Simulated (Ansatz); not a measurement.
TiAl, response to strain

The reference is TiAl (space group P4/mmm, No. 123; a = 2.7963 Å, c = 4.0381 Å; relaxed with 0.1 eV smearing).

Strains are applied to the cell and any free atomic positions relax.

All numbers come from Kohn–Sham DFT with the PBEsol functional, run in Ansatz (a first-principles code) with PAW and 420 eV plane waves, no SOC.

Notes on the quantities. pressure: mean of the normal stresses, compression positive.

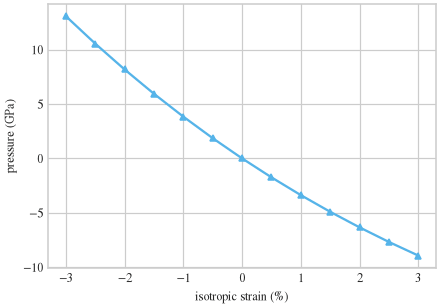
*Pressure against isotropic strain*

| isotropic strain (%) | pressure |
|---|---|
| -3 | 13.1 GPa |
| -2.5 | 10.5 GPa |
| -2 | 8.2 GPa |
| -1.5 | 5.9 GPa |
| -1 | 3.8 GPa |
| -0.5 | 1.9 GPa |
| 0.5 | -1.7 GPa |
| 1 | -3.4 GPa |
| 1.5 | -4.9 GPa |
| 2 | -6.3 GPa |
| 2.5 | -7.7 GPa |
| 3 | -8.9 GPa |

No phonon test of stability was made. All final runs are without spin polarisation.
